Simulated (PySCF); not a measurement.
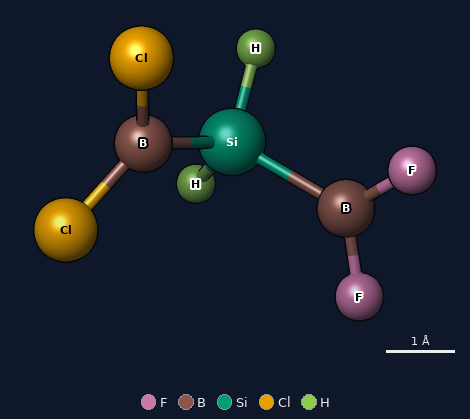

**Figure 1.** The input geometry (ball-and-stick view, seen at a tilt). Bond lengths as drawn: B–Cl 1.72 to 1.73 Å, B–F 1.29 to 1.32 Å, B–Si 1.98 to 2.02 Å and H–Si 1.47 to 1.48 Å.

Geometry relaxation of B2SiH2Cl2F2

- system: B2SiH2Cl2F2
- method: PBE0-D3(BJ)/def2-SVP geometry optimisation, gas phase (PySCF 2.14.0)

It belongs to a series of runs on one base structure; here: H on Si replaced by BCl2.

### What the program printed
```
step   0  E = -1459.42209265  max force = 0.034598
step   1  E = -1459.42651488  max force = 0.009152
step   2  E = -1459.42667371  max force = 0.004764
step   3  E = -1459.42685354  max force = 0.000805
step   4  E = -1459.42686916  max force = 0.000308
step   5  E = -1459.42687501  max force = 0.000430
optimisation converged
```

### Trajectory as extended XYZ (Å, eV, eV/Å), 6 frames, from step=0 to step=5
```
9
Properties=species:S:1:pos:R:3:forces:R:3 step=0 energy=-39712.89793
F    -2.3519    0.7581   -0.7755   -0.6905   1.7791  -0.2036
B    -1.6451   -0.2374   -0.3696    0.2161  -1.2530  -0.3055
F    -2.0801   -1.3844   -0.8685    0.4036  -0.4594   0.3277
Si    0.0053   -0.0392    0.7804   -0.5184  -0.1902   0.4629
B     1.5864    0.2542   -0.3690    0.1488   0.1791  -0.0507
Cl    2.0796    1.8482   -0.8174    0.0484   0.6116  -0.1110
Cl    2.5141   -1.0578   -0.9803    0.3390  -0.7184  -0.2493
H    -0.1931    1.0749    1.7264   -0.0577   0.4543   0.1008
H     0.1425   -1.2338    1.6399    0.1108  -0.4031   0.0287
9
Properties=species:S:1:pos:R:3:forces:R:3 step=1 energy=-39713.01826
F    -2.1224    1.0007   -0.8348    0.1857  -0.4706   0.0993
B    -1.4416   -0.0590   -0.4066   -0.0380   0.4398  -0.0082
F    -1.7196   -1.2259   -0.9489   -0.1319   0.0304  -0.0868
Si    0.0635    0.1242    0.9526    0.1442   0.0481  -0.2297
B     1.7050    0.4162   -0.2197   -0.0850  -0.1577   0.0577
Cl    2.1558    2.0319   -0.7107    0.0243  -0.0614   0.0080
Cl    2.6095   -0.9510   -0.8523   -0.1146   0.1950   0.0855
H    -0.1767    1.3073    1.8325    0.0136  -0.0345   0.0271
H     0.1909   -1.1390    1.7373    0.0017   0.0108   0.0471
9
Properties=species:S:1:pos:R:3:forces:R:3 step=2 energy=-39713.02259
F    -2.1367    0.9814   -0.8436    0.1585   0.0645   0.1608
B    -1.4393   -0.0545   -0.4066   -0.2450   0.1644  -0.1865
F    -1.7536   -1.2055   -0.9643    0.1088  -0.2177   0.0585
Si    0.0708    0.1252    0.9458    0.0132   0.0217  -0.1030
B     1.7031    0.4168   -0.2138    0.0279  -0.0607   0.0050
Cl    2.1819    2.0235   -0.7024   -0.0108   0.0096   0.0152
Cl    2.6023   -0.9488   -0.8365   -0.0279   0.0203   0.0165
H    -0.1637    1.3024    1.8339   -0.0177  -0.0116   0.0182
H     0.1997   -1.1350    1.7367   -0.0069   0.0096   0.0155
9
Properties=species:S:1:pos:R:3:forces:R:3 step=3 energy=-39713.02748
F    -2.1244    0.9990   -0.8337    0.0174  -0.0302  -0.0061
B    -1.4411   -0.0503   -0.4159   -0.0400   0.0347   0.0206
F    -1.7481   -1.2130   -0.9573   -0.0109   0.0063  -0.0140
Si    0.0673    0.1254    0.9355   -0.0066   0.0021  -0.0096
B     1.7015    0.4120   -0.2123    0.0414  -0.0105   0.0070
Cl    2.1881    2.0183   -0.6930   -0.0006   0.0336  -0.0001
Cl    2.5981   -0.9528   -0.8319    0.0156  -0.0402  -0.0173
H    -0.1678    1.2996    1.8271   -0.0140   0.0019   0.0126
H     0.1907   -1.1329    1.7309   -0.0022   0.0024   0.0069
9
Properties=species:S:1:pos:R:3:forces:R:3 step=4 energy=-39713.02791
F    -2.1223    1.0049   -0.8371    0.0033  -0.0106  -0.0033
B    -1.4450   -0.0461   -0.4162   -0.0033   0.0135   0.0073
F    -1.7568   -1.2081   -0.9569   -0.0102   0.0073  -0.0012
Si    0.0673    0.1255    0.9334    0.0044  -0.0061  -0.0158
B     1.7087    0.4054   -0.2109   -0.0003  -0.0060   0.0072
Cl    2.1914    2.0158   -0.6856    0.0153  -0.0007  -0.0032
Cl    2.6032   -0.9605   -0.8346   -0.0009   0.0050   0.0004
H    -0.1675    1.3001    1.8256   -0.0034  -0.0018   0.0028
H     0.1853   -1.1316    1.7317   -0.0049  -0.0006   0.0058
9
Properties=species:S:1:pos:R:3:forces:R:3 step=5 energy=-39713.02806
F    -2.1219    1.0138   -0.8399   -0.0121   0.0213  -0.0084
B    -1.4504   -0.0395   -0.4180    0.0195  -0.0221   0.0036
F    -1.7716   -1.2007   -0.9556   -0.0036   0.0083   0.0090
Si    0.0664    0.1252    0.9286    0.0057  -0.0013  -0.0119
B     1.7155    0.3995   -0.2089   -0.0094   0.0067   0.0054
Cl    2.2112    2.0085   -0.6771    0.0042  -0.0160   0.0043
Cl    2.6058   -0.9693   -0.8323   -0.0049   0.0043   0.0040
H    -0.1673    1.2991    1.8227    0.0024  -0.0007  -0.0037
H     0.1767   -1.1311    1.7297   -0.0018  -0.0006  -0.0024
```

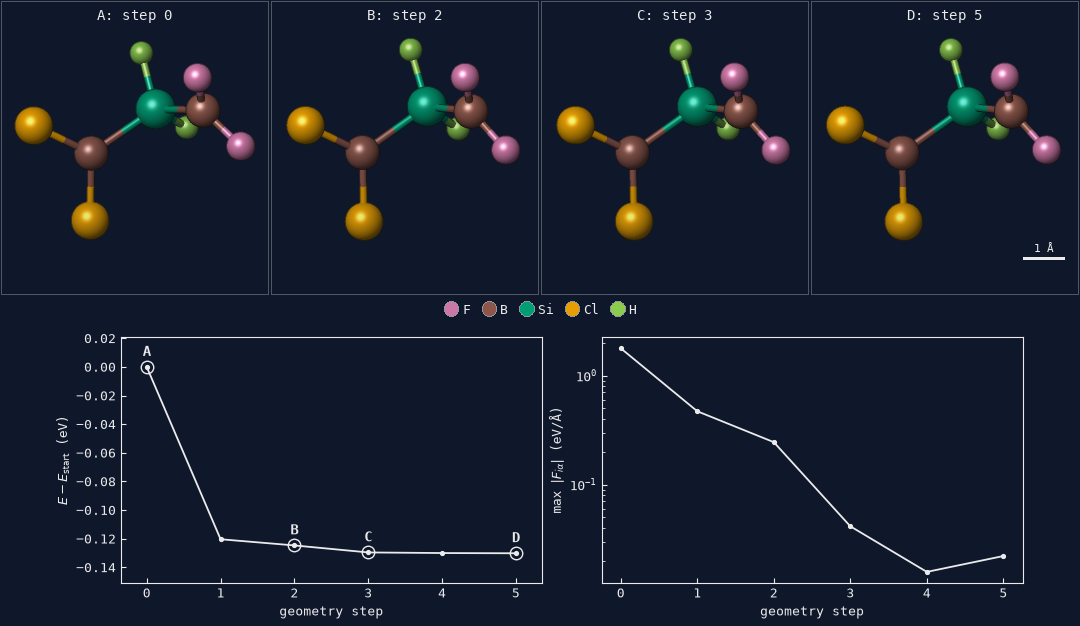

**Figure 2.** Frames of the relaxation (ball-and-stick view, seen at a tilt) above the curves, on which the letters mark them (steps are counted from 0).

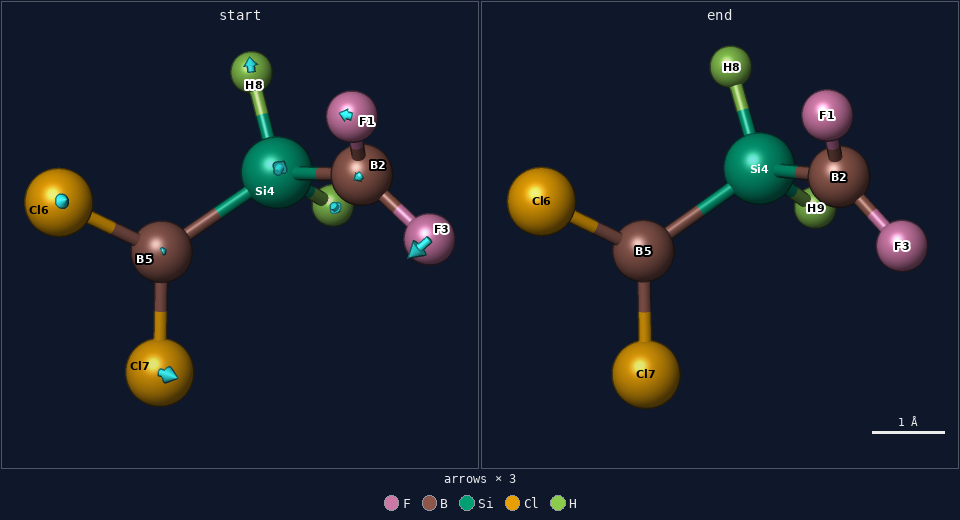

**Figure 3.** Before (left) and after (right) the relaxation, at one scale (ball-and-stick view, seen at a tilt). The teal arrows give the displacements, magnified 3 times. F3 moves most after the best rigid fit: 0.14 Å. By element the largest moves are F 0.14 Å, Cl 0.11 Å, Si 0.09 Å, H 0.08 Å, B 0.05 Å. Among the contacts that change: Si4–B5 1.977 → 2.022 Å, F1–B2 1.287 → 1.319 Å, B5–Cl7 1.719 → 1.748 Å, B5–Cl6 1.728 → 1.748 Å. Among the angles that change: H8–Si4–H9 104.5° → 110.6°, B2–Si4–B5 109.7° → 104.3°, F1–B2–F3 111.8° → 116.7°. The energy falls by 0.130 eV in 5 geometry steps. The largest force component goes from 1.8 to 0.022 eV/Å. (Atoms are counted from 1 in the order of the input.)

The run was set up as follows.

### The input
```
{"job": {"xc": "PBE0", "basis": "def2-SVP", "d3": "d3bj", "grid": 1, "shake": 0.01, "kind": "geom"}, "charge": 0, "multiplicity": 1}
F     -2.351900     0.758150    -0.775550
B     -1.645090    -0.237380    -0.369590
F     -2.080080    -1.384440    -0.868490
Si     0.005290    -0.039200     0.780390
B      1.586430     0.254200    -0.369040
Cl     2.079650     1.848210    -0.817430
Cl     2.514130    -1.057770    -0.980320
H     -0.193110     1.074880     1.726400
H      0.142490    -1.233810     1.639890
```

The first line tells a small driver script what to run in PySCF; the rest is the geometry in Å.

Launched with:
```bash
OMP_NUM_THREADS=1 python <driver script> task.json out
```

### Results in brief

| quantity | value |
| --- | --- |
| outcome | converged |
| total energy | −1459.426875 hartree |
| dipole moment | 0.82 D |
| point group | Cs |
| hardware | 1 CPU thread, shared host |
| wall time | 34 s |
| peak memory | 0.51 GiB |
